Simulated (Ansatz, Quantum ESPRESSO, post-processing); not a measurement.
# The basal face of Ru: relaxation and work function, part 3 of 3

Aim: the work function of the relaxed basal face of Ru, and how far the functional matters.

Quantum ESPRESSO 7.5; plane-wave DFT, PBE, GBRV ultrasoft pseudopotentials; geometry and cross-check by Ansatz 0.2.0 with PAW datasets.

So far. Step 2 (Relaxation with Ansatz of (0001)): The relaxation lowers the energy by 7 meV an atom. Held were the atoms numbered 3 and 4; the forces quoted are those on the free ones.

### Step 4. Electrostatic potential of (0001) (continued)

The potential energy, planar mean oscillates, so the rows of the table below give means over windows of 2.11 Å about each position, cut where the curve ends. Its maxima inside the range that stand out by 2 % of the span (Å: eV): 9.1: -2.64, 11.2: -1.84, 13.3: -2.00, 15.5: -1.84, 17.6: -2.64. Its minima: 8.0: -48.7, 10.1: -49.3, 12.2: -48.8, 14.5: -48.8, 16.6: -49.3, 18.7: -48.7.

Electrostatic potential energy of an electron; zero at the Fermi level. Potential energy, planar mean against z; means over each step:

```csv
z (Å),"potential energy, planar mean (eV)"
1.05,5.03
3.17,5.02
5.28,4.86
7.39,-16.5
9.50,-21.0
11.61,-19.9
13.72,-20.1
15.83,-19.8
17.94,-21.0
20.05,-0.788
22.16,5.00
24.27,5.03
26.38,5.03
```

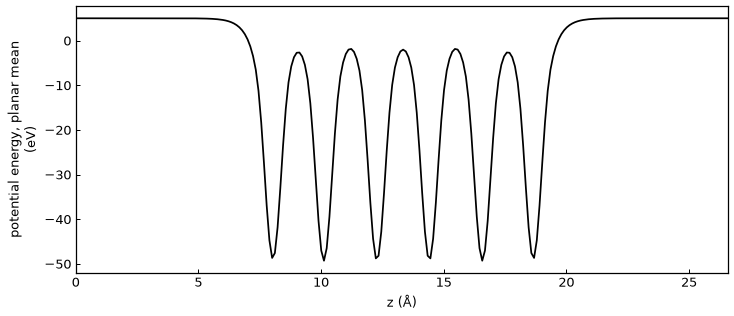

Potential energy, planar mean against z.

### Step 5. Self-consistent run of (0001), LDA

The same atoms under a second functional.

Level of this step: plane-wave DFT, LDA, GBRV ultrasoft pseudopotentials (Quantum ESPRESSO 7.5).

0001.lda.in reads:

```
&control
  prefix = '0001.lda'
  outdir = './out'
  pseudo_dir = './pseudo'
  calculation = 'scf'
  tprnfor = .true.
/
&system
  ibrav = 0
  nat = 6
  ntyp = 1
  ecutwfc = 40
  ecutrho = 200
  occupations = 'smearing'
  smearing = 'mv'
  degauss = 0.02
/
&electrons
  conv_thr = 1e-07
  mixing_beta = 0.4
  electron_maxstep = 120
  mixing_mode = 'local-TF'
/
ATOMIC_SPECIES
  Ru  101.0700  ru_lda_v1.2.uspp.F.UPF
CELL_PARAMETERS angstrom
  2.69999999998962 0.00000000000000 0.00000000000000
  1.34999999999481 2.33826859020899 0.00000000000000
  0.00000000000000 0.00000000000000 26.69200000000000
ATOMIC_POSITIONS crystal
  Ru  0.666666666667 0.666666666667 0.301188887218
  Ru  -0.000000000000 -0.000000000000 0.378945365954
  Ru  0.666666666667 0.666666666667 0.459943054100
  Ru  0.000000000000 0.000000000000 0.540056945900
  Ru  0.666666666667 0.666666666667 0.621054642008
  Ru  -0.000000000000 0.000000000000 0.698811146468
K_POINTS automatic
  12 12 1 0 0 0
```

Run with:

```bash
> OMP_NUM_THREADS=1 mpirun -n 2 pw.x -nk 2 -in 0001.lda.in > 0001.lda.out
```

Output:

```text
[banner, memory and clock lines left out]
Program PWSCF v.7.5 starts
[...]
Message from routine setup:
[...]
number of electrons       =        96.00
     number of Kohn-Sham states=           58
     kinetic-energy cutoff     =      40.0000  Ry
     charge density cutoff     =     200.0000  Ry
[...]
number of k points=    19  Marzari-Vanderbilt smearing, width (Ry)=  0.0200
[...]
Dense  grid:    54491 G-vectors     FFT dimensions: (  24,  24, 240)
[...]
negative rho (up, down):  4.484E-01 0.000E+00
     Starting wfcs are   78 randomized atomic wfcs
[...]
negative rho (up, down):  4.433E-01 0.000E+00
[...]
estimated scf accuracy    <      10.40695517 Ry
[...]
negative rho (up, down):  4.570E-01 0.000E+00
[...]
estimated scf accuracy    <       3.62067272 Ry
[...]
negative rho (up, down):  4.662E-01 0.000E+00
[...]
estimated scf accuracy    <       0.04878012 Ry
[...]
negative rho (up, down):  4.739E-01 0.000E+00
[...]
estimated scf accuracy    <       0.00933568 Ry
[...]
negative rho (up, down):  4.764E-01 0.000E+00
[...]
estimated scf accuracy    <       0.00571092 Ry
[...]
negative rho (up, down):  4.700E-01 0.000E+00
[...]
estimated scf accuracy    <       0.00526573 Ry
[...]
negative rho (up, down):  4.557E-01 0.000E+00
[...]
estimated scf accuracy    <       0.01354933 Ry
[...]
negative rho (up, down):  4.485E-01 0.000E+00
[...]
estimated scf accuracy    <       0.00467156 Ry
[...]
negative rho (up, down):  4.457E-01 0.000E+00
[...]
estimated scf accuracy    <       0.00063650 Ry
[...]
negative rho (up, down):  4.390E-01 0.000E+00
[...]
estimated scf accuracy    <       0.00089914 Ry
[...]
negative rho (up, down):  4.368E-01 0.000E+00
[...]
estimated scf accuracy    <       0.00018004 Ry
[...]
negative rho (up, down):  4.366E-01 0.000E+00
[...]
estimated scf accuracy    <       0.00003575 Ry
[...]
negative rho (up, down):  4.362E-01 0.000E+00
[...]
estimated scf accuracy    <       0.00000166 Ry
[...]
negative rho (up, down):  4.359E-01 0.000E+00
[...]
estimated scf accuracy    <       0.00000072 Ry
[...]
negative rho (up, down):  4.359E-01 0.000E+00
[...]
the Fermi energy is     8.6278 ev
!    total energy              =   -1166.44502155 Ry
     estimated scf accuracy    <       0.00000003 Ry
     smearing contrib. (-TS)   =      -0.00037355 Ry
     internal energy E=F+TS    =   -1166.44464801 Ry
[...]
one-electron contribution =  -12106.85453955 Ry
     hartree contribution      =    6071.44069669 Ry
     xc contribution           =    -154.38292437 Ry
     ewald contribution        =    5023.35211922 Ry
     convergence has been achieved in  15 iterations
     negative rho (up, down):  4.359E-01 0.000E+00
[...]
Total force =     0.048189     Total SCF correction =     0.000634
[...]
```

It took 1.7 min on 2 MPI ranks of Arm Neoverse V1, shared host; peak memory 0.29 GiB; 3.4 min of CPU time.

Numbers from this step:

```
free energy  : -15870.2930 eV
Fermi energy : 8.628 eV
```

### Step 6. Electrostatic potential of (0001)

0001.lda.pot.in reads:

```
&inputpp
  prefix = '0001.lda'
  outdir = './out'
  filplot = '0001.lda.pot.dat'
  plot_num = 11
/
```

Run with:

```bash
> OMP_NUM_THREADS=1 mpirun -n 2 pp.x -in 0001.lda.pot.in > 0001.lda.pot.out
```

Elapsed: 0.9 s, on 2 MPI ranks; peak memory 0.12 GiB.

This step gave:

| Item | Value |
| --- | --- |
| work function of the upper face | 5.393 eV |
| slope of the potential above | 2.15e-4 eV/Å |
| upper vacuum line continued to the top atoms, over the Fermi level | 5.392 eV |
| work function of the lower face | 5.393 eV |
| slope of the potential below | -1.85e-4 eV/Å |
| lower vacuum line continued to the bottom atoms, over the Fermi level | 5.392 eV |

On (0001) the work function under LDA lies +0.37 eV from PBE's.

### Step 7. The series side by side

All levels:

```csv
level,work function (eV),"Ansatz, PBE (eV)",CPU time (s)
"(0001), PBE",5.025,5.028,192.9
"(0001), LDA",5.393,-,201.7
```

### Step 8. Worked from the printed numbers

For (0001) under PBE, on the run's own zero: φ = 13.990 − (8.965) = 5.025 eV.

### Step 9. What came out

```
work function of (0001), PBE : 5.03 eV
work function of (0001), LDA : 5.39 eV
```

In words: Under PBE the work function is 5.03 eV on (0001). LDA lies +0.37 eV from PBE on the same atoms. The top two spacings change by -2.9 and +1.1 % on (0001). Ansatz, with Fermi-Dirac smearing and its own datasets, agrees within 0.00 eV under PBE. The slabs are thin and unreconstructed, at the tabulated lattice constant; thickness and mesh leave some 0.05 to 0.1 eV open.

Comparison with the measured values:

```
                                                                     quantity  measured      (0001), PBE
work function, loosely compared (polycrystalline sample, no single face) (eV)       4.7  5.03 (+0.33 eV)
```

Measured values from arxiv:1902.07811 (2019).

Verdict: The work function, set beside that of the polycrystal, is off by +0.33 eV. A polycrystal averages over faces, so this is a loose comparison.

[Logs are printed without paths, hosts, clocks, repeated set-up lines and the standing remarks that a program may print on its own settings, such as how far it seeks lower states.]

[Hosts, paths, dates, database ids (printed as entryN), source tags and the programs' standing remarks are cut or masked in the printed files.]

[Maps of the electrostatic potential energy from Ansatz leave out the sawtooth potential of an applied field or a dipole correction, so their vacuum need not be flat; planar profiles and work functions include it.]
